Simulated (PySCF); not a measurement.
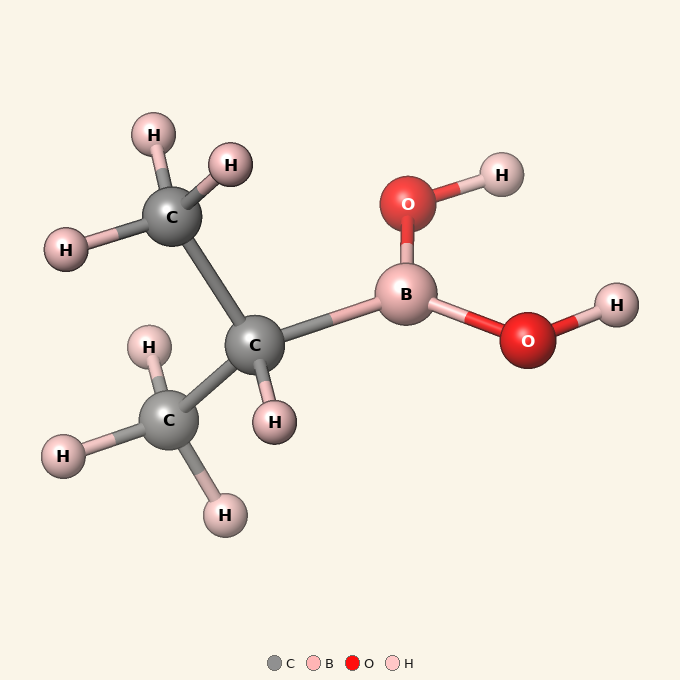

Orthographic view. Depth is shown by fading: the farther an atom, the more it takes the colour of the background. The geometry was computed by an optimisation with PBE0-D3(BJ)/def2-SVP. No frequency run is at hand to confirm it as a minimum.

Q: Give the standard InChI.

A: InChI=1S/C3H9BO2/c1-3(2)4(5)6/h3,5-6H,1-2H3
